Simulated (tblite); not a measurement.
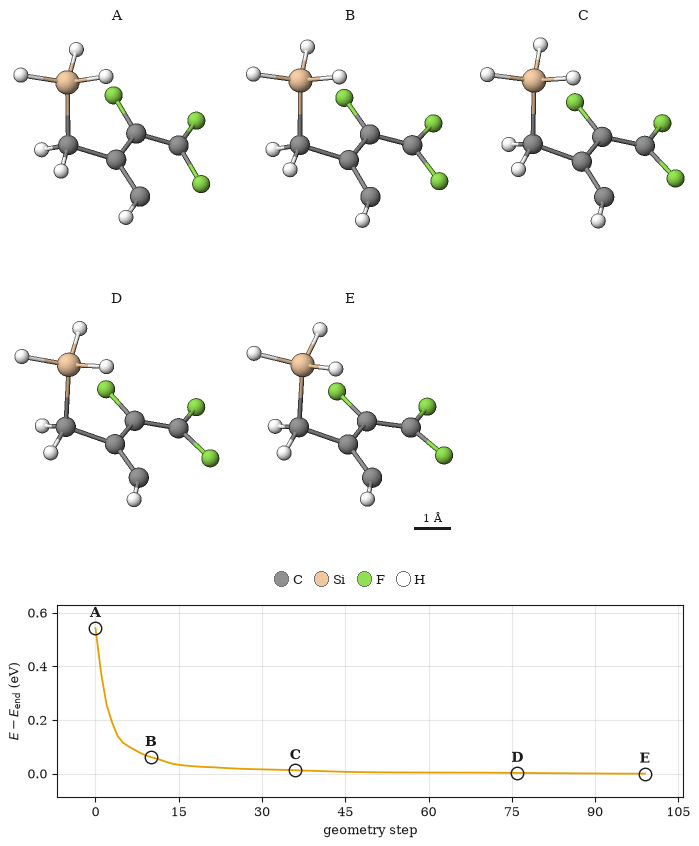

Frames of a relaxation of C5H6F3Si (multiplicity 2), marked on the history of the run. The picture is a ball-and-stick view, seen from a free direction.

Level of theory: tblite, GFN2-xTB geometry optimisation, gas phase. 

What happens along the run?

Answer. The energy falls by 0.543 eV in 99 geometry steps. An F atom moves most after the best rigid fit: 0.47 Å. Largest moves by element: F 0.47 Å, H 0.39 Å, C 0.16 Å, Si 0.10 Å. Near-neighbour distances that change, for instance: C–Si 1.860 → 1.914 Å, C–F 1.371 → 1.325 Å, C–H 1.121 → 1.090 Å, C–H 1.090 → 1.064 Å. Bond angles that change, for instance: C–C–H 121.5° → 136.9°, F–C–F 124.1° → 110.7°, C–C–F 116.1° → 124.0°. Cost: 2.4 s on 1 thread of AMD EPYC, on a shared host. From step 0 to 10: an F atom moves most (0.23 Å), energy −0.481 eV. From step 10 to 36: an H atom moves most (0.21 Å), energy −0.049 eV. From step 36 to 76: an F atom moves most (0.20 Å), energy −0.010 eV. From step 76 to 99: an H atom moves most (0.21 Å), energy −0.003 eV.
